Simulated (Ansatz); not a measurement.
Band structure of Rb3Ba (Fm-3m, 4 atoms in the cell).

```
Rb3Ba
1.0
    0.00000     5.46259     5.46259
    5.46259     0.00000     5.46259
    5.46259     5.46259     0.00000
Rb Ba
3 1
Direct
  0.25000   0.25000   0.25000
  0.75000   0.75000   0.75000
  0.50000   0.50000   0.50000
  0.00000   0.00000   0.00000
```

Method of the run: PBEsol, PAW files made with PBE (plane waves; Ansatz, an electronic-structure program).

Settings: basis.ecutwfc = 420 eV; kpoints.mp_grid.grid = 4 4 4; hamiltonian.xc = pbesol; hamiltonian.pseudopotentials = {kind: paw} (the program's default PAW files); scf.occupations.method = fermi_dirac; scf.occupations.width = 0.05 eV; kpoints.band_path.npoints = 8.

The starting cell comes from a database of computed structures (which also holds hypothetical and non-ambient phases and stackings), without a prior relaxation at this level. Its lattice was rescaled by a random factor within 2.5 % of one.

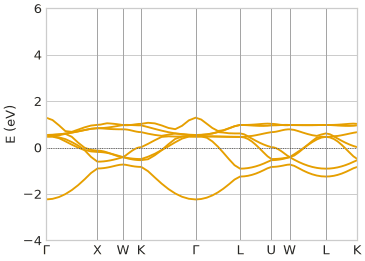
Figure: Bands along the path, energies from the Fermi level.

Levels in eV from the Fermi level, bands 16 to 22:
```json
[
 {"point": "Γ", "16": "-12.53", "17": "-2.24", "18": "0.47", "19": "0.47", "20": "0.54", "21": "0.54", "22": "0.54"},
 {"point": "X", "16": "-12.53", "17": "-0.90", "18": "-0.61", "19": "-0.19", "20": "-0.13", "21": "0.83", "22": "0.83"},
 {"point": "W", "16": "-12.53", "17": "-0.73", "18": "-0.41", "19": "-0.41", "20": "-0.41", "21": "0.79", "22": "0.97"},
 {"point": "K", "16": "-12.53", "17": "-0.83", "18": "-0.54", "19": "-0.49", "20": "0.02", "21": "0.66", "22": "0.96"},
 {"point": "L", "16": "-12.53", "17": "-1.25", "18": "-0.91", "19": "0.46", "20": "0.46", "21": "0.61", "22": "0.98"},
 {"point": "U", "16": "-12.53", "17": "-0.83", "18": "-0.54", "19": "-0.49", "20": "0.02", "21": "0.66", "22": "0.96"}
]
```

Bands cross the Fermi level along this path, so the cell is metallic at this level.

Keys are those of Ansatz 0.2.
